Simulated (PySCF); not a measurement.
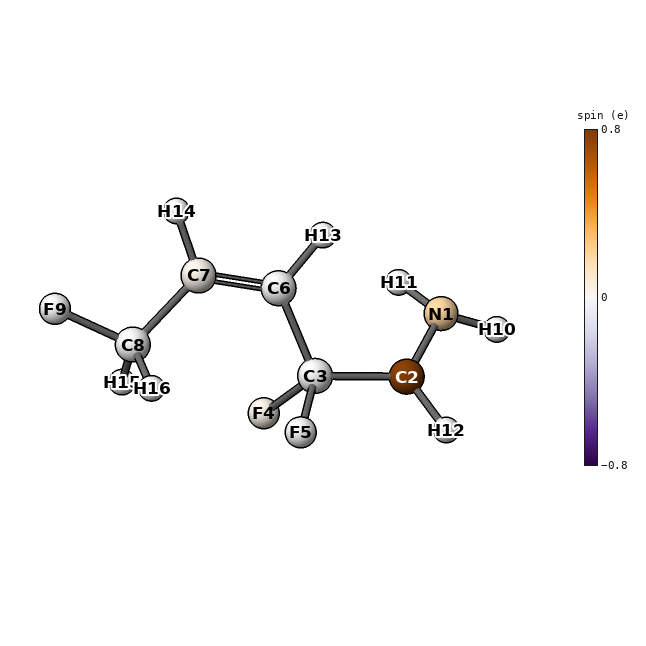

Atoms are coloured by their Mulliken spin populations. State: neutral, doublet. Computed geometry: GFN2-xTB optimisation. No frequency run is at hand to confirm it as a minimum. Method: UKS B3LYP, pcH-1 on C F H N, non-relativistic (PySCF 2.14.0).

List the Mulliken spin populations.

```
atom  value (e)
  N1       0.19
  C2       0.77
  C3       0.00
  F4       0.04
  F5       0.01
  C6      −0.01
  C7       0.04
  C8       0.00
  F9       0.00
 H10       0.00
 H11       0.00
 H12      −0.04
 H13       0.00
 H14       0.00
 H15       0.00
 H16       0.00
```

Mulliken values depend strongly on the basis set.
